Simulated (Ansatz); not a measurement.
**WS2 (2H-MoS2 type, space group P6_3/mmc): energy over volume and axial ratio**

WS2 (2H-MoS2 type, space group P6_3/mmc)

```
WS2
1.0
    3.15408     0.00000     0.00000
   -1.57704     2.73152     0.00000
    0.00000     0.00000    12.13731
W S
2 4
Direct
  0.33333   0.66667   0.25000
  0.66667   0.33333   0.75000
  0.33333   0.66667   0.62026
  0.66667   0.33333   0.12026
  0.66667   0.33333   0.37974
  0.33333   0.66667   0.87974
```

The relaxed cell is deformed in two ways at once: its volume V is scaled, and at that volume it is stretched along z (the c axis of the conventional cell) so that c/a changes. Fractional atomic positions are held.

All values below come from PBE-D3(BJ) (plane waves to 420 eV, PAW, scalar-relativistic; Ansatz, a first-principles code). k mesh 12×12×3 (Γ-centred), Fermi-Dirac smearing 0.05 eV. E stands for the smeared free energy. As the atoms are clamped, bonds stretch with the cell, which overstates energies and stresses. Spin-orbit coupling is left out, though W is heavy. WS2 is run without spin polarisation. WS2 was relaxed with its symmetry unable to fall. The zero of ΔE is the relaxed starting cell.

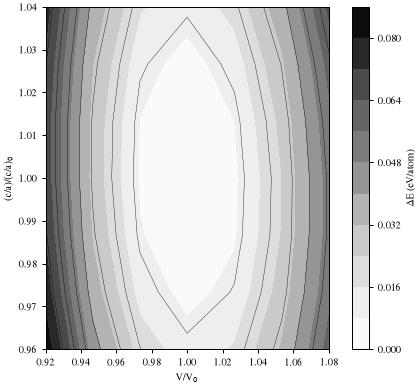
Figure: ΔE (eV/atom) over the 7×7 grid of computed points.

The modulus against c/a change at fixed volume, (3/4V)·∂²E/∂(ln c/a)² (fit, atoms clamped) is 99 GPa, an upper bound as the atoms could relax. Highest place on the grid: V/V₀ = 0.920, (c/a)/(c/a)₀ = 0.960 (85.1 meV/atom). Lowest place on the grid: V/V₀ = 1.000, (c/a)/(c/a)₀ = 1.000 (0.0 meV/atom).

Near the relaxed cell σzz − σxx = −2Cδ (compression positive), C being this modulus and δ the logarithm of the ratio.

(A scan under strain: stresses follow from slopes of the energy per volume, elastic moduli from its curvatures.)
